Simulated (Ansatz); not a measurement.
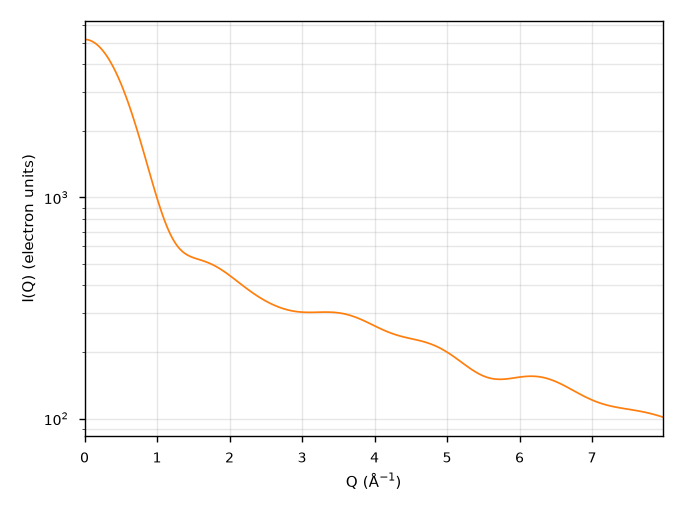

Elastic X-ray scattering of a randomly oriented, rigid molecule, calculated with the Debye equation from neutral-atom form factors (independent atoms, no Compton part, no vibration). The geometry is the end point of an optimisation (Ansatz 0.2.0, RKS PBE-D4/6-31G); it may be a saddle point or a higher isomer. It contains C, Si, F, Cl, H.

### How many electrons does the independent-atom model of the molecule hold?

I(0) is the square of the electron number: I(0) = 5180, so about 72 electrons, the count of C2H6ClFSi2.

### What radius of gyration does the initial fall-off give?

From I(Q) ≈ I(0) exp(−Q²R²/3) at small Q, R ≈ 2.35 Å. It is larger than the electron-weighted radius of the nuclear positions alone (2.22 Å), because each atom's electron cloud adds to it.
